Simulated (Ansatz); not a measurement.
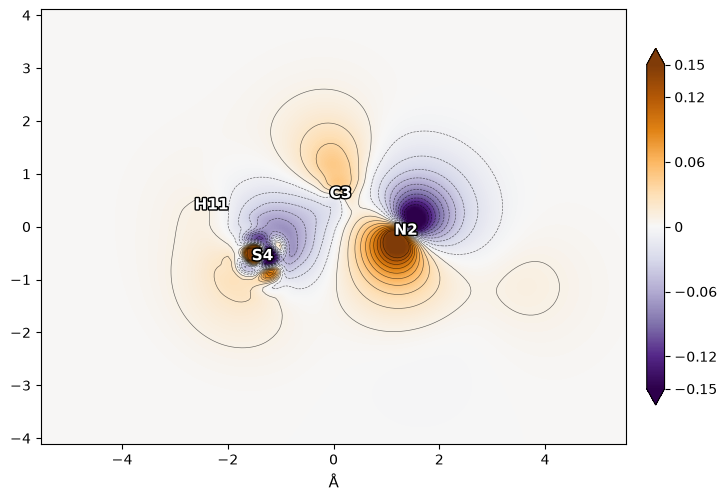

Figure 1: CH$_{7}$NSSi. The HOMO on the plane of atoms C3, S4 and H11 (values in Å⁻³ᐟ²; the overall sign is arbitrary).

All numbers below come from RKS PBE/def2-SVP in Ansatz 0.2.0.

```yaml
atoms:
  - { symbol: Si, position_ang: [-0.6304, 1.6010, -0.0186] }
  - { symbol: N, position_ang: [-0.3031, 0.0450, 0.7344] }
  - { symbol: C, position_ang: [0.6530, -0.8986, 0.2464] }
  - { symbol: S, position_ang: [-0.0270, -1.9172, -1.1875] }
  - { symbol: H, position_ang: [-1.4496, 1.5765, -1.2870] }
  - { symbol: H, position_ang: [-1.3771, 2.4232, 0.9950] }
  - { symbol: H, position_ang: [0.7033, 2.2174, -0.3393] }
  - { symbol: H, position_ang: [-1.0705, -0.3872, 1.2581] }
  - { symbol: H, position_ang: [1.5573, -0.3644, -0.1111] }
  - { symbol: H, position_ang: [0.9602, -1.6061, 1.0442] }
  - { symbol: H, position_ang: [1.0492, -2.7466, -1.3141] }
```

Question: Where does this orbital lie, and at what energy?

Answer: Its weight (Hirshfeld) is mainly on S4 (about 80 %); largely a lone pair of S4. Its energy is −5.25 eV.
